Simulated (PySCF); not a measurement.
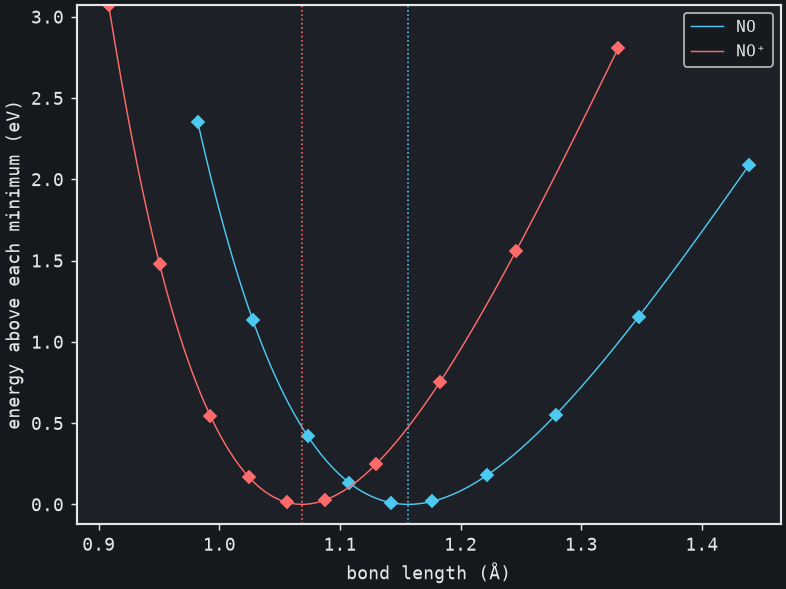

Bond curves of NO, doublet (excess alpha electrons: πy +1) and NO⁺, singlet, each counted from its own minimum; dotted lines mark the fitted bond lengths. PW91/def2-TZVPPD in PySCF, on the lowest solution that a PBE0 search found for each, one reference determinant (UKS and UKS) with the occupation held, no spin-orbit coupling.

What does removing an electron do to the bond?

Answer. re goes from 1.157 to 1.069 Å (−0.088 Å) and ωe from 1891 to 2366 cm⁻¹ (+25 %). The electron leaves a π orbital, which by this response is antibonding in effect.

And the dissociation energies?

Answer. De is 7.43 eV for NO and 11.99 eV for NO⁺, each to its own lowest fragments (N + O; N + O⁺) in their ground configurations, without counterpoise.

Caveats, for all or some of the runs: lowest determinant of a PBE0 search, another state may lie lower.
